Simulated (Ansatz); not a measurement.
**C2H2O (SMILES C=C=O) at 6 levels**

Wanted: a comparison of 6 runs (HF/STO-3G, B3LYP/STO-3G, HSE06/STO-3G, UPBE0/STO-3G, MP2/STO-3G, CCSD/STO-3G) of C2H2O. 

The calculation is run with Ansatz 0.2.0.

57 further runs of the same task are left out: 10 that didn't finish, 47 set aside as unsound or not needed.

**1. Starting point**

The species is C2H2O (5 atoms), meant as a singlet with charge 0. As SMILES, `C=C=O`. The O3–C2 distance was set to 1.735 Å, away from the relaxed value.

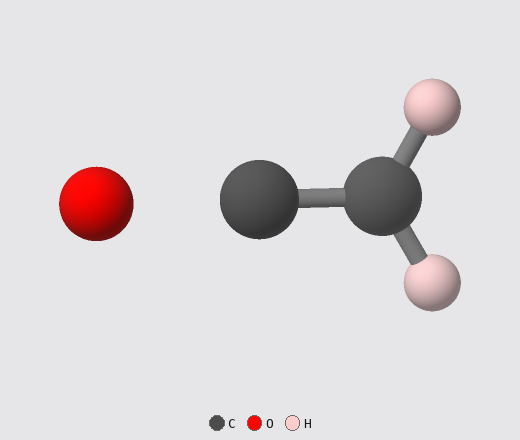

The structure, seen from a chosen angle (carbon dark grey, oxygen red, hydrogen pink).

**2. The energy at HF/STO-3G (run 1)**

in.yaml

```yaml
crystal:
  periodic: [false, false, false]
  atoms:
    - symbol: C
      position_ang: [-0.758625, 0.592580, -0.550782]
    - symbol: C
      position_ang: [0.138475, -0.116220, 0.082418]
    - symbol: O
      position_ang: [1.329000, -1.057000, 0.922700]
    - symbol: H
      position_ang: [-1.600925, 0.096280, -1.009182]
    - symbol: H
      position_ang: [-0.645325, 1.664980, -0.606882]
basis:
  gaussian:
    orbitals: STO-3G
magnetization:
  spin_polarized: false
  initial_magnetization: 0
hamiltonian:
  xc: hf
accuracy: high
```

The run is started by

```sh
$ ansatz run in.yaml --threads 1 --pin off --max-ram 2610MiB --events-out events.jsonl --progress --plain --runs-dir runs
```

Standard output:

```text
Warning: RAYON_NUM_THREADS=1 ignored (pool sized by the plan → 1); use --threads N
Functional definition: HF
  name "HF"
  exchange = exact_x
  correlation = 0
288 factors; integrals over basis functions are off by at most 2.0e-8 eV
mean field evaluation 1: about -4059.2116 eV, gradient 4.6e1 eV
mean field evaluation 2: about -4059.2424 eV, gradient 4.6e1 eV
mean field evaluation 4: about -4067.8683 eV, gradient 8.0e0 eV
mean field evaluation 8: about -4068.7107 eV, gradient 4.3e-1 eV
mean field evaluation 16: about -4068.6970 eV, gradient 4.3e-9 eV
mean field evaluation 32: about -4068.6130 eV, gradient 2.1e-2 eV
mean field -4068.69699094 eV, -149.5218565553 hartree, gradient 9.6e-8 eV, S^2 0.000000; 0 other end points of the search recorded, 0 dependent functions left out
reference -4068.69699094 eV, -149.5218565553 hartree; 11, 11 occupied and 6, 6 virtual orbitals, 288 factors
Total energy: -4068.69699094 eV, -149.5218565553 hartree
```

Wall time 0.1 s (1 thread of Intel Xeon Platinum 8488C (Sapphire Rapids), shared host).

**3. A single-point energy at B3LYP/STO-3G (run 2)**

input.yaml

```yaml
crystal:
  periodic: [false, false, false]
  atoms:
    - {symbol: C, position_ang: [-0.758625, 0.592580, -0.550782]}
    - {symbol: C, position_ang: [0.138475, -0.116220, 0.082418]}
    - {symbol: O, position_ang: [1.329000, -1.057000, 0.922700]}
    - {symbol: H, position_ang: [-1.600925, 0.096280, -1.009182]}
    - {symbol: H, position_ang: [-0.645325, 1.664980, -0.606882]}
basis:
  gaussian:
    orbitals: STO-3G
hamiltonian:
  xc: {name: B3LYP}
accuracy: high
```

The run is started by

```sh
$ ansatz run input.yaml --threads 1 --pin off --max-ram 2610MiB --events-out events.jsonl --progress --plain --runs-dir runs
```

Standard output:

```text
Warning: RAYON_NUM_THREADS=1 ignored (pool sized by the plan → 1); use --threads N
Functional definition: B3LYP
  name "B3LYP"
  parameter a0 = 0.2
  parameter ax = 0.72
  parameter ac = 0.81
  exchange = (1 - a0 - ax)*slater_x + ax*b88_x + a0*exact_x
  correlation = (1 - ac)*vwn_rpa_c + ac*lyp_c
288 factors; integrals over basis functions are off by at most 2.0e-8 eV
mean field evaluation 1: about -4087.8923 eV, gradient 3.5e1 eV
mean field evaluation 2: about -3943.5566 eV, gradient 1.4e2 eV
mean field evaluation 4: about -4086.1282 eV, gradient 4.0e1 eV
mean field evaluation 8: about -4092.4176 eV, gradient 2.5e-1 eV
mean field -4092.41820773 eV, -150.3935951932 hartree, gradient 5.6e-8 eV, S^2 0.000000; 0 other end points of the search recorded, 0 dependent functions left out
reference -4092.41823168 eV, -150.3935960735 hartree; 11, 11 occupied and 6, 6 virtual orbitals, 288 factors
Total energy: -4092.41823168 eV, -150.3935960735 hartree
```

It took 0.66 s on 1 thread of Intel Xeon Platinum 8488C (Sapphire Rapids), shared host; peak memory 0.11 GiB.

Runs 3 to 5 aren't shown in full; the table further down has their settings and results.

**4. A single-point energy at CCSD/STO-3G (run 6)**

molecule.yaml

```yaml
crystal:
  periodic: [false, false, false]
  atoms:
    - {symbol: C, position_ang: [-0.758625, 0.592580, -0.550782]}
    - {symbol: C, position_ang: [0.138475, -0.116220, 0.082418]}
    - {symbol: O, position_ang: [1.329000, -1.057000, 0.922700]}
    - {symbol: H, position_ang: [-1.600925, 0.096280, -1.009182]}
    - {symbol: H, position_ang: [-0.645325, 1.664980, -0.606882]}
basis:
  gaussian: {orbitals: STO-3G}
correlation: {method: ccsd, frozen_orbitals: {C: 1, H: 0, O: 1}}
accuracy: high
scf: {omitted_lower_state_checks: [cluster_reference, increment]}
```

The run is started by

```sh
$ ansatz run molecule.yaml --threads 1 --pin off --max-ram 2610MiB --events-out events.jsonl --progress --plain --runs-dir runs
```

Standard output:

```text
Warning: RAYON_NUM_THREADS=1 ignored (pool sized by the plan → 1); use --threads N
[... 4 set-up lines as earlier in the session ...]
these checks for a lower state are left out or cut short: cluster_reference, increment
288 factors; integrals over basis functions are off by at most 2.0e-8 eV
mean field evaluation 1: about -4059.2116 eV, gradient 4.6e1 eV
mean field evaluation 2: about -4059.2424 eV, gradient 4.6e1 eV
mean field evaluation 4: about -4067.8683 eV, gradient 8.0e0 eV
mean field evaluation 8: about -4068.7107 eV, gradient 4.3e-1 eV
mean field evaluation 16: about -4068.6970 eV, gradient 4.3e-9 eV
mean field evaluation 32: about -4068.7032 eV, gradient 1.2e0 eV
mean field -4068.69699094 eV, -149.5218565553 hartree, gradient 9.6e-8 eV, S^2 0.000000; 2 other end points of the search recorded, 0 dependent functions left out; unrestricted orbitals would lower it
3 core orbitals not correlated: weight in the atoms' cores, before any rotation towards them, 1.000 or more for the frozen orbitals, at most 0.000 for the correlated occupied ones
reference -4068.69699094 eV, -149.5218565553 hartree; 8, 8 occupied and 6, 6 virtual orbitals, 288 factors
second order -4.25543833 eV of doubles, -0.00000000 eV of singles
cycle   1  -4.80719366 eV  change   -5.5e-1 eV  update   1.8e-1
cycle   2  -5.42890787 eV  change   -6.2e-1 eV  update   1.1e-1
cycle   3  -5.97106359 eV  change   -5.4e-1 eV  update   1.2e-1
cycle   4  -6.74445823 eV  change   -7.7e-1 eV  update   9.2e-2
cycle   5  -6.83802223 eV  change   -9.4e-2 eV  update   4.6e-2
cycle   6  -6.92273573 eV  change   -8.5e-2 eV  update   2.9e-2
cycle   7  -6.95459718 eV  change   -3.2e-2 eV  update   8.9e-3
cycle   8  -6.94654092 eV  change    8.1e-3 eV  update   4.7e-3
cycle   9  -6.96301058 eV  change   -1.6e-2 eV  update   2.6e-3
cycle  10  -6.96362310 eV  change   -6.1e-4 eV  update   8.2e-4
cycle  11  -6.96431082 eV  change   -6.9e-4 eV  update   3.0e-4
cycle  12  -6.96461994 eV  change   -3.1e-4 eV  update   1.3e-4
cycle  13  -6.96419651 eV  change    4.2e-4 eV  update   7.1e-5
cycle  14  -6.96417140 eV  change    2.5e-5 eV  update   3.1e-5
cycle  15  -6.96420217 eV  change   -3.1e-5 eV  update   1.6e-5
cycle  16  -6.96420843 eV  change   -6.3e-6 eV  update   6.9e-6
cycle  17  -6.96420832 eV  change    1.1e-7 eV  update   1.6e-6
cycle  18  -6.96420840 eV  change   -7.9e-8 eV  update   7.0e-7
cycle  19  -6.96420731 eV  change    1.1e-6 eV  update   4.0e-7
cycle  20  -6.96420753 eV  change   -2.2e-7 eV  update   2.1e-7
cycle  21  -6.96420767 eV  change   -1.4e-7 eV  update   1.1e-7
cycle  22  -6.96420693 eV  change    7.4e-7 eV  update   4.5e-7
cycle  23  -6.96420702 eV  change   -8.6e-8 eV  update   2.0e-7
cycle  24  -6.96420693 eV  change    8.1e-8 eV  update   8.2e-8
cycle  25  -6.96420691 eV  change    2.9e-8 eV  update   2.6e-8
cycle  26  -6.96420687 eV  change    3.9e-8 eV  update   1.3e-8
cycle  27  -6.96420685 eV  change    1.6e-8 eV  update   5.3e-9
cycle  28  -6.96420684 eV  change    8.0e-9 eV  update   2.3e-9
cycle  29  -6.96420684 eV  change    2.5e-9 eV  update  8.6e-10
cycle  30  -6.96420684 eV  change   7.4e-10 eV  update  4.3e-10
cycle  31  -6.96420684 eV  change   5.9e-10 eV  update  3.1e-10
Total energy: -4075.66119778 eV, -149.7777864361 hartree
Checks for a lower state left out: cluster_reference, increment
```

Run time: 0.16 s. Hardware: 1 thread of Intel Xeon Platinum 8488C (Sapphire Rapids), shared host.

**5. Overview of the runs**

```csv
run,level,frozen core orbitals,energy (Eh),wall time
1,HF/STO-3G,–,-149.521857,0.1 s
2,B3LYP/STO-3G,–,-150.393596,0.66 s
3,HSE06/STO-3G,–,-150.224535,0.78 s
4,UPBE0/STO-3G,–,-150.245545,2.6 s
5,MP2/STO-3G,3,-149.678241,0.14 s
6,CCSD/STO-3G,3,-149.777786,0.16 s
```

**6. Results**

| quantity | value |
| --- | --- |
| run 6: total energy | -149.77779 Eh |
| run 6: correlation energy (3 core orbitals frozen) | -255.9 mEh |
| run 6: T1 diagnostic | 0.138 |

What this shows: Below the HF energy at the same shape and in the same basis (STO-3G): MP2 -156.4 mEh; CCSD -255.9 mEh. Totals of different functionals can't be ranked against each other. In run 6 the T1 diagnostic is large, so a single reference may not serve. In runs 5, 6 the log says that unrestricted orbitals would lower the reference, so the values rest on an unstable closed-shell determinant (other closed-shell runs at this shape may share the fault). In runs 1, 2, 3, 4, 5, 6 the basis is minimal, so the values are rough. Spin contamination of the reference: run 4 ⟨S²⟩ = 0.68. Where it is this large, the reference is a mixture of spin states, and values that rest on it are in doubt. All runs together took 4.4 s, the longest 2.6 s.
